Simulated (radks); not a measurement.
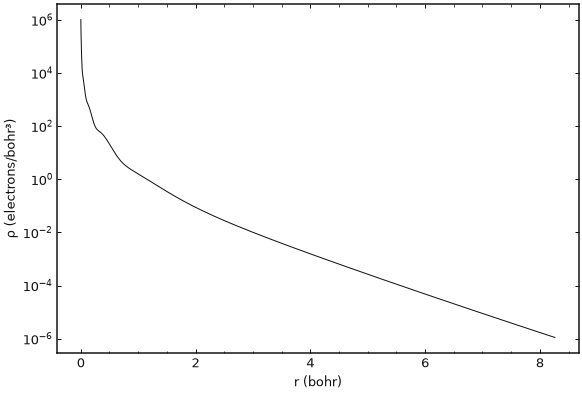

Figure 1. The electron density ρ(r) on a logarithmic scale. The density falls from 1.0×10⁶ electrons/bohr³ at the inner end (r = 0.00064 bohr) to 0.001 at r = 4.25 bohr, a common measure of the size of an atom or ion. The highest occupied orbital, 6s up (⟨r⟩ = 2.81 bohr, −6.38 eV), is also the most diffuse and sets the fall-off far out: over the last part drawn ln ρ falls by 1.7 per bohr, against 2√(−2ε) = 1.4 for the pure exponential. The steps in the slope mark the shells; the radial density has its minima at 0.022, 0.093 and 0.26 bohr.

# Run report: Au, atomic calculation

Atomic gold (Au) in the configuration [Xe] 4f14 5d10 6s1 (high spin). Computed at this level: scalar-relativistic Kohn-Sham, r2SCAN, spin-polarised, spherical densities, finite nucleus (the in-house radial solver radks).

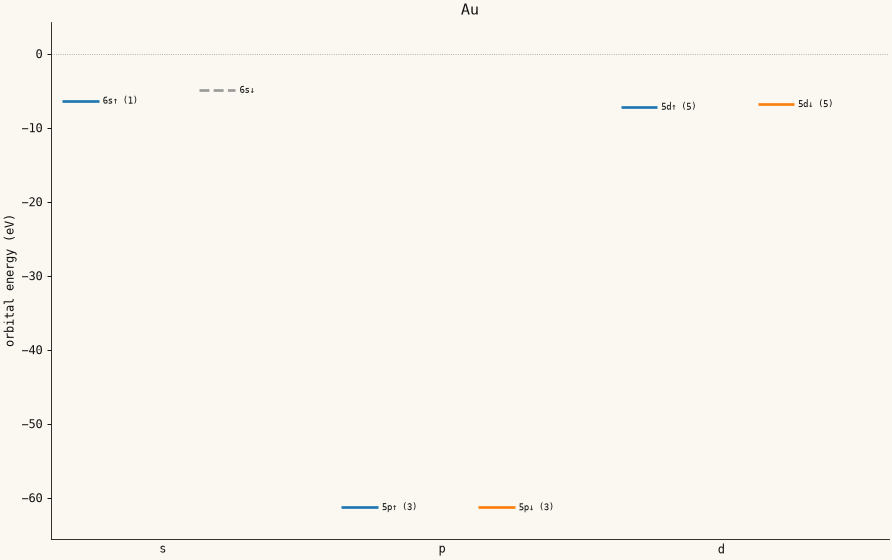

Figure 2. The outer levels are drawn by angular momentum (occupations in brackets, up spins at the left of each column and down spins at the right, empty levels dashed). The highest occupied level is 6s up at −6.38 eV. From the top down the occupied levels run 6s up (−6.38 eV), 5d down (−6.84 eV), 5d up (−7.20 eV), 5p up (−61.3 eV), 5p down (−61.3 eV). The lowest empty level drawn is 6s down at −4.99 eV. The largest exchange splitting (down less up) among the shells drawn in both spins is that of 6s, 1.39 eV.

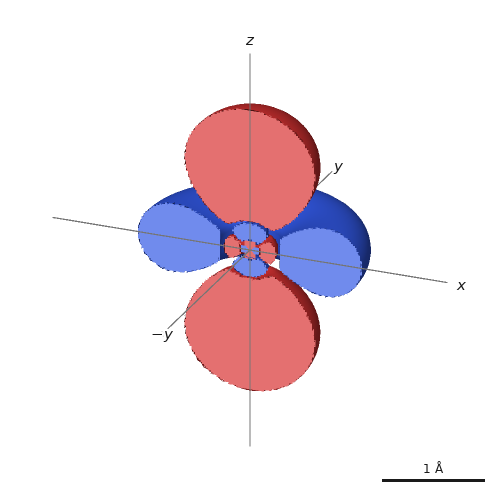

Figure 3. The 5d(z²) orbital of down spin. The radial function comes from the spherical calculation and is multiplied by a real spherical harmonic; the overall sign is chosen so that the largest lobe of P(r) is positive; at the scalar-relativistic level it is the large component. The surface of constant |ψ| that holds about 85 % of the electron is drawn, red where ψ is positive and blue where it is negative, with the half in front of the xz plane cut away and the cut face painted. It has two nodal cones about z and 2 radial nodes, at r = 0.193 and 0.560 bohr. The outermost maximum of P² lies at 1.21 bohr, ⟨r⟩ = 1.59 bohr, 90 % of the charge lies within 2.52 bohr, and the eigenvalue is −6.84 eV, with 5 electrons in the shell for this spin.

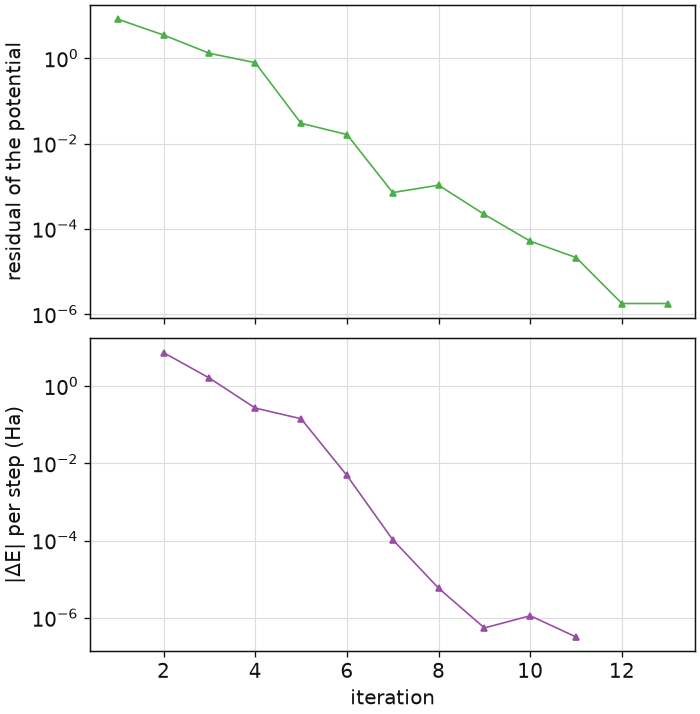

Figure 4. Convergence: residual of the potential and change of the energy from step to step (the smallest changes aren't drawn) against the iteration. The residual falls almost steadily, with no more than small rises or pauses. It goes from 8.3 to 1.8×10⁻⁶ in 13 steps.

Input and output of the run follow.

## The input
```
Z 79
configuration [Xe] 4f14 5d10 6s1
relativity scalar-relativistic
functional r2scan,r2scan
spin polarised
nucleus finite rms 5.4371 fm
c 137.035999084
max_iterations 82
```

Energies in input and log are in hartree, lengths in bohr (the nuclear radius in fm).

The run was one of a batch that the task file lists, launched with:
```bash
python <driver script> task.json out
```

## The program's output
```
1s      1   1.0000       -2970.93726988
2s      1   1.0000        -525.23791652
2p      1   3.0000        -454.05400993
3s      1   1.0000        -124.37136155
3p      1   3.0000        -103.63136993
3d      1   5.0000         -81.41129630
4s      1   1.0000         -27.22835521
4p      1   3.0000         -20.39825069
4d      1   5.0000         -12.14930137
4f      1   7.0000          -3.00964891
5s      1   1.0000          -4.05729786
5p      1   3.0000          -2.25291634
5d      1   5.0000          -0.26454975
6s      1   1.0000          -0.23427753
1s      2   1.0000       -2970.93669520
2s      2   1.0000        -525.23829116
2p      2   3.0000        -454.05422734
3s      2   1.0000        -124.37109965
3p      2   3.0000        -103.63113953
3d      2   5.0000         -81.41129949
4s      2   1.0000         -27.22786747
4p      2   3.0000         -20.39761659
4d      2   5.0000         -12.14854653
4f      2   7.0000          -3.00894530
5s      2   1.0000          -4.05813085
5p      2   3.0000          -2.25366868
5d      2   5.0000          -0.25127971
6s      2   0.0000          -0.18322266
Etot -19009.802903304786
Ekin 21259.106043544652
Encl -47294.1904750486
Eh 7388.175764636737
Exc -362.8942364375763
err 1.7763792782621097e-06
it 13
```

## Orbitals

```
orbital  occupation  energy (eV)  ⟨r⟩ (bohr)  outer maximum (bohr)
  1s up           1     −80843.3     0.01687                0.0104
1s down           1     −80843.3     0.01687                0.0104
2s down           1     −14292.5     0.07112                0.0602
  2s up           1     −14292.5     0.07112                0.0602
2p down           3     −12355.4     0.06425                0.0498
  2p up           3     −12355.4     0.06425                0.0498
  3s up           1      −3384.3      0.1837                 0.169
3s down           1      −3384.3      0.1837                 0.169
  3p up           3      −2820.0      0.1850                 0.169
3p down           3      −2819.9      0.1850                 0.169
3d down           5      −2215.3      0.1677                 0.138
  3d up           5      −2215.3      0.1677                 0.138
  4s up           1     −740.921      0.4070                 0.383
4s down           1     −740.908      0.4070                 0.383
  4p up           3     −555.065      0.4332                 0.403
4p down           3     −555.047      0.4332                 0.403
  4d up           5     −330.599      0.4583                 0.410
4d down           5     −330.579      0.4582                 0.410
5s down           1     −110.427      0.9308                 0.849
  5s up           1     −110.405      0.9308                 0.849
  4f up           7      −81.897      0.4987                 0.377
4f down           7      −81.878      0.4987                 0.377
5p down           3      −61.325       1.075                 0.953
  5p up           3      −61.305       1.077                 0.953
  5d up           5       −7.199       1.627                  1.22
5d down           5       −6.838       1.592                  1.21
  6s up           1       −6.375       2.813                  2.32
6s down           0       −4.986       2.865                  2.31
```

## Results in brief

| quantity | value |
| --- | --- |
| outcome | converged |
| total energy | −19009.8029 hartree |
| kinetic energy | 21259.1060 hartree |
| electron–nucleus energy | −47294.1905 hartree |
| Hartree energy | 7388.1758 hartree |
| exchange–correlation energy | −362.894236 hartree |
| radius at density 0.001 e/bohr³ | 4.25 bohr |
| SCF iterations | 13 |
| hardware | 1 thread of Intel Xeon, 108 GiB of memory available, shared host |
